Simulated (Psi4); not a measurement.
# BLYP/6-31G(d) (spherical functions) run of AlSiNH6O (SMILES O[SiH2][NH][AlH2])

Aim: the vertical singlet–triplet gap of AlSiNH6O at BLYP/6-31G* (spherical functions), from 2 runs. 

Program for the calculation: Psi4 1.11.

1 further run of the same task is left out (set aside as unsound or not needed).

## Step 1: Starting point

AlSiNH6O: 10 atoms, total charge 0, spin state singlet. As SMILES, `O[SiH2][NH][AlH2]`. Geometry: relaxed at PBE0-D4/def2-TZVP. This is one conformer, not always the lowest.

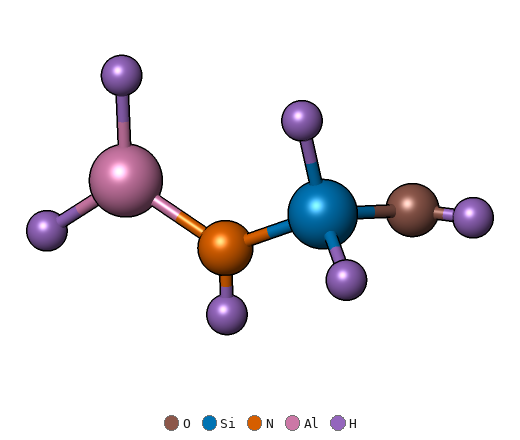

The structure, seen from a chosen angle (oxygen brown, silicon blue, nitrogen orange, aluminium pink, hydrogen purple).

## Step 2: Energy and gradient at BLYP/6-31G(d) (spherical functions)

The input, calc.in:

```
memory 2.2 GB

molecule system {
  0 1
  O     -3.43438826    -1.31109199    -1.99649565
  Si    -1.08961608     0.70656860    -1.60929077
  N      1.31014712    -0.72244230     0.01814137
  Al     2.33059923    -0.17914604     3.18664516
  H     -4.53496475    -1.03538094    -3.40736518
  H     -1.89010407     2.91735919    -0.07464418
  H     -0.26985289     1.57092933    -4.16344460
  H      2.19094847    -2.13123312    -0.93163498
  H      0.96073676     1.94755174     4.77193641
  H      4.58334174    -1.85986845     4.21163261
  units au
  symmetry c1
}

set globals {
  basis                6-31G*
  puream               true
  e_convergence        1e-09
  d_convergence        1e-08
  scf_type             pk
  dft_radial_points    99
  dft_spherical_points 590
}

e, wfn = gradient("blyp", return_wfn=True)
oeprop(wfn, "QUADRUPOLE", "LOWDIN_CHARGES", "DIPOLE")
print_variables()
```

Run with:

```
$ psi4 -n 1 calc.in calc.out
```

calc.out:

```text
[...]
  Running in c1 symmetry.
[...]
  Nuclear repulsion =  207.762866481954291
[...]
  Multiplicity = 1
[...]
  Nalpha       = 24
  Nbeta        = 24
[...]
    Number of basis functions: 76
[...]
   @RKS iter   1:  -664.86004880911548    1.84868e-02   1.57479e-02 DIIS/ADIIS
[...]
   @RKS iter  12:  -665.49058742944374   -1.50067e-11   6.83075e-09 DIIS
[...]
  @RKS Final Energy:  -665.49058742944374
   => Energetics <=
    Nuclear Repulsion Energy =            207.7628664819542905
    One-Electron Energy =               -1334.0470606935346041
    Two-Electron Energy =                 518.1814277096505066
    DFT Exchange-Correlation Energy =     -57.3878209275138929
    Empirical Dispersion Energy =           0.0000000000000000
    VV10 Nonlocal Energy =                  0.0000000000000000
    Total Energy =                       -665.4905874294437353
[...]
  -Total Gradient:
     Atom            X                  Y                   Z
    ------   -----------------  -----------------  -----------------
       1        0.004354810570     0.016587687507    -0.011386882268
       2        0.002007382592    -0.016029625776     0.005476291560
       3       -0.004191693239     0.000924440115    -0.002127579919
       4       -0.003039611674    -0.001800585456    -0.010386262141
       5        0.010816842226    -0.002600836815     0.013877770443
       6       -0.000562956561    -0.003364911475    -0.002037498668
       7       -0.002393152208    -0.002056488849     0.003910159946
       8       -0.005621973475     0.008478945489     0.005380104637
       9        0.001195805990    -0.002090613467    -0.001729896041
      10       -0.002565146403     0.001956404479    -0.000977709374
[...]
 Multipole Moments:
 ------------------------------------------------------------------------------------
     Multipole            Electronic (a.u.)      Nuclear  (a.u.)        Total (a.u.)
 ------------------------------------------------------------------------------------
 L = 1.  Multiply by 2.5417464519 to convert [e a0] to [Debye]
 Dipole X            :          0.5312767           -0.5649356           -0.0336589
 Dipole Y            :         -1.2944013            1.1974702           -0.0969310
 Dipole Z            :          1.0118231           -1.6518771           -0.6400539
 Magnitude           :                                                    0.6482265
 L = 2.  Multiply by 1.3450342976 to convert [e a0^2] to [Debye ang]
 Quadrupole XX       :       -272.5170489          244.4546815          -28.0623674
 Quadrupole XY       :         -0.2999225            0.3070927            0.0071703
[...]
```

It took 14 s on 1 thread of Intel Xeon 6975P-C (Granite Rapids), shared host; peak memory 1.3 GiB.

## Step 3: The triplet, same level

The input, input.json:

```json
{
 "schema_name": "qcschema_input",
 "schema_version": 1,
 "molecule": {
  "schema_name": "qcschema_molecule",
  "schema_version": 2,
  "symbols": ["O", "Si", "N", "Al", "H", "H", "H", "H", "H", "H"],
  "geometry": [-3.43438826, -1.31109199, -1.99649565, -1.08961608, 0.7065686, -1.60929077, 1.31014712, -0.7224423, 0.01814137, 2.33059923, -0.17914604, 3.18664516, -4.53496475, -1.03538094, -3.40736518, -1.89010407, 2.91735919, -0.07464418, -0.26985289, 1.57092933, -4.1634446, 2.19094847, -2.13123312, -0.93163498, 0.96073676, 1.94755174, 4.77193641, 4.58334174, -1.85986845, 4.21163261],
  "molecular_charge": 0,
  "molecular_multiplicity": 3,
  "fix_symmetry": "c1",
  "fix_com": true,
  "fix_orientation": true
 },
 "driver": "gradient",
 "model": {
  "method": "blyp",
  "basis": "6-31G*"
 },
 "keywords": {
  "reference": "uks",
  "puream": true,
  "e_convergence": 1e-09,
  "d_convergence": 1e-08,
  "scf_type": "pk",
  "dft_radial_points": 99,
  "dft_spherical_points": 590,
  "maxiter": 100
 }
}
```

Run with:

```
$ psi4 --qcschema input.json -n 1 --memory 2200MB
```

stdout:

```text
[...]
  Running in c1 symmetry.
[...]
  Nuclear repulsion =  207.762866481954291
[...]
  Multiplicity = 3
[...]
  Nalpha       = 25
  Nbeta        = 23
[...]
    Number of basis functions: 76
[...]
   @UKS iter   1:  -664.62994834579229    2.48587e-01   1.60164e-02 ADIIS/DIIS
[...]
   @UKS iter  34:  -665.30564913099249   -4.32010e-12   4.61201e-09 DIIS
[...]
   @S^2 Observed:                2.002752903E+00
[...]
  @UKS Final Energy:  -665.30564913099249
   => Energetics <=
    Nuclear Repulsion Energy =            207.7628664819542905
    One-Electron Energy =               -1332.7884889591746287
    Two-Electron Energy =                 517.0206771633572771
    DFT Exchange-Correlation Energy =     -57.3007038171293530
    Empirical Dispersion Energy =           0.0000000000000000
    VV10 Nonlocal Energy =                  0.0000000000000000
    Total Energy =                       -665.3056491309924922
[...]
 Multipole Moments:
 ------------------------------------------------------------------------------------
     Multipole            Electronic (a.u.)      Nuclear  (a.u.)        Total (a.u.)
 ------------------------------------------------------------------------------------
 L = 1.  Multiply by 2.5417464519 to convert [e a0] to [Debye]
 Dipole X            :          1.4962171           -2.2208061           -0.7245890
 Dipole Y            :          6.5110619           -6.5734124           -0.0623505
 Dipole Z            :         -5.3525770            3.4578208           -1.8947562
 Magnitude           :                                                    2.0295364
[...]
  -Total Gradient:
     Atom            X                  Y                   Z
    ------   -----------------  -----------------  -----------------
       1        0.001636288106     0.014782197507    -0.011199400376
       2        0.013574964556    -0.016623713795     0.000495313088
       3        0.007269495475     0.010917206596     0.041584411814
       4       -0.014705096698    -0.008524617600    -0.044937495229
       5        0.011729887934    -0.001630485521     0.015279333528
       6        0.000148574742    -0.002413840628    -0.001509992499
       7       -0.006074346196    -0.001894711924     0.003520833256
       8       -0.009427077409     0.007573411863     0.007932368593
       9        0.001600229097    -0.010112383362    -0.005308148533
      10       -0.005753129506     0.007931178886    -0.005859732565
[...]
```

Run time: 41 s. Hardware: 1 thread of Intel Xeon 6975P-C (Granite Rapids), shared host; peak memory 1.3 GiB.

## Step 4: Outcome

Level: BLYP/6-31G* (spherical functions).

```
                                        quantity          value
                           singlet: total energy  -665.49059 Eh
                          singlet: dipole moment         1.65 D
                            singlet: HOMO energy       -6.28 eV
                            singlet: LUMO energy       -1.39 eV
                          singlet: HOMO–LUMO gap        4.88 eV
               singlet: largest force on an atom     1.059 eV/Å
                           triplet: total energy  -665.30565 Eh
                          triplet: dipole moment         5.16 D
     triplet: HOMO energy (highest over α and β)       -1.79 eV
                                   triplet: ⟨S²⟩          2.003
               triplet: largest force on an atom     2.471 eV/Å
vertical energy of the triplet above the singlet       5.032 eV
```

What this shows: At this shape the triplet lies 5.03 eV (486 kJ/mol) above the singlet. The largest force (singlet) is 1.06 eV/Å: the shape isn't a stationary point for this species at this level.
